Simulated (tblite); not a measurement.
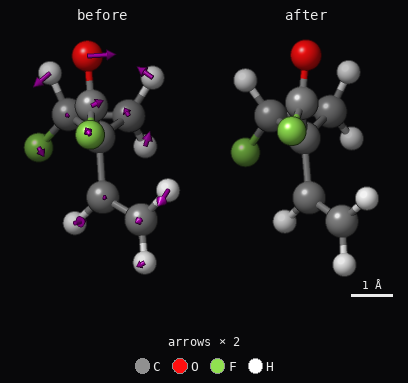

The structure of C₆H₆F₂O before (left) and after (right) a relaxation, at one scale. The purple arrows give the displacements, magnified 2 times.

A ball-and-stick model, seen from a free direction.

Level of theory: GFN2-xTB geometry optimisation, gas phase (tblite). 

Summarise the run.

The O atom moves most after the best rigid fit: 0.36 Å. By element the largest moves are O 0.36 Å, H 0.34 Å, C 0.17 Å, F 0.14 Å. Near-neighbour distances that change, for instance: C–O 1.236 → 1.185 Å, C–H 1.121 → 1.083 Å, C–C 1.357 → 1.321 Å, C–C 1.500 → 1.530 Å. Bond angles that change, for instance: C–C–C 123.3° → 114.5°, C–C–H 114.7° → 122.4°, H–C–H 123.0° → 116.4°. The energy falls by 45.0 kJ/mol in 78 geometry steps.
